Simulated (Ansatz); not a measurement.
## Electronic structure of Ga$_{3}$AsN$_{2}$ in real space

```cif
data_structure
_symmetry_space_group_name_H-M 'P 1'
_symmetry_Int_Tables_number 1
_cell_length_a 3.4480
_cell_length_b 10.3851
_cell_length_c 4.8491
_cell_angle_alpha 90.000
_cell_angle_beta 90.000
_cell_angle_gamma 90.000
_cell_volume 173.63
loop_
_atom_site_label
_atom_site_type_symbol
_atom_site_fract_x
_atom_site_fract_y
_atom_site_fract_z
_atom_site_occupancy
N1 N 0.50000 0.82671 0.49882 1
N2 N 0.00000 0.32671 0.99882 1
Ga1 Ga 0.50000 0.30958 0.21661 1
Ga2 Ga 0.00000 0.80958 0.71661 1
N3 N 0.50000 0.17329 0.49882 1
N4 N 0.00000 0.67329 0.99882 1
Ga3 Ga 0.50000 0.69042 0.21661 1
Ga4 Ga 0.00000 0.19042 0.71661 1
As1 As 0.50000 0.50000 0.49562 1
As2 As 0.00000 0.00000 0.99562 1
Ga5 Ga 0.50000 0.00000 0.32351 1
Ga6 Ga 0.00000 0.50000 0.82351 1
```

Space group Imm2; started from the ordered alloy on zincblende lattice prototype, which need not be the ambient phase; computed pressure about 5 GPa in this cell.

Method: DFT, PBE with spin-orbit coupling, plane waves, PAW in Ansatz.

The density is the valence pseudo-density of a PAW calculation; it isn't the true density close to the nuclei.

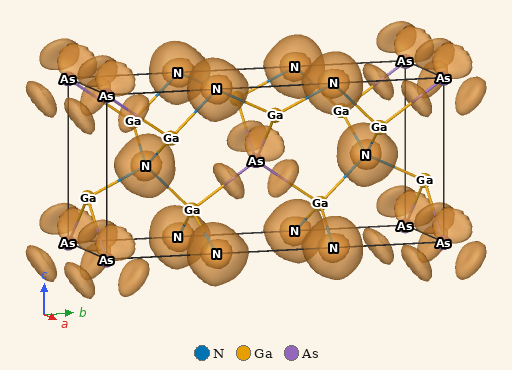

Figure 1. Isosurface of the electron localisation function at 0.7 (orange), seen slightly off an axis. Only the valence region is drawn (cores and ρ < 0.01 e/Å³ removed). Sticks mark near contacts.

Question: What do the ELF domains correspond to?

Answer: At this value the surface marks out eight regions between bonded As–Ga atoms (shared pairs) and four regions wrapped around N (the valence shell of each), counted in one cell of 12 atoms. Regions shared between cells count once. Along the contacts the grid gives the following. Ga–N (1.97 Å): the ELF peaks at about 0.85 in the valence shell of N, 0.7 Å from its nucleus, and is about 0.45 at the midpoint. Ga–As (2.35 Å): the ELF peaks at about 0.75 between the atoms: a shared electron pair.

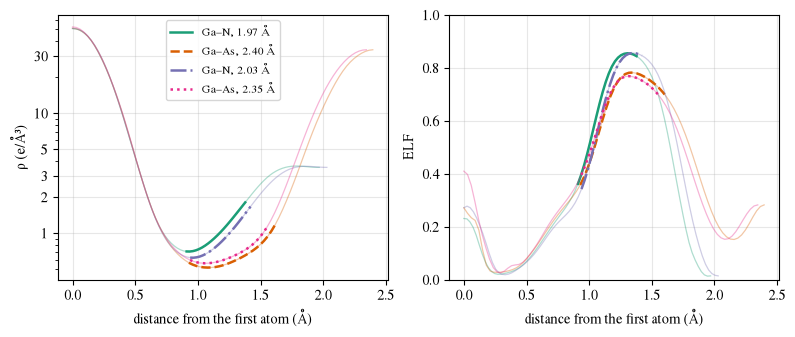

Figure 2. Valence charge density (pseudo) and electron localisation function along straight lines between neighbouring atoms. Thin, pale parts lie inside the atomic spheres.

Question: What can be read from the curves?

Answer: Ga–N (1.97 Å): the density is about 0.72 e/Å³ at the midpoint; the ELF peaks at about 0.85 in the valence shell of N, 0.7 Å from its nucleus, and is about 0.45 at the midpoint.
Ga–As (2.40 Å): ρ at the midpoint is about 0.54 e/Å³; the ELF peaks at about 0.80 between the atoms (a covalent bond).
Ga–N (2.03 Å): ρ is about 0.64 e/Å³ halfway; the ELF peaks at about 0.85 in the valence shell of N, 0.7 Å from its nucleus, and is about 0.45 at the midpoint.
Ga–As (2.35 Å): ρ is about 0.58 e/Å³ halfway; the ELF peaks at about 0.75 between the atoms, as expected for a covalent bond.
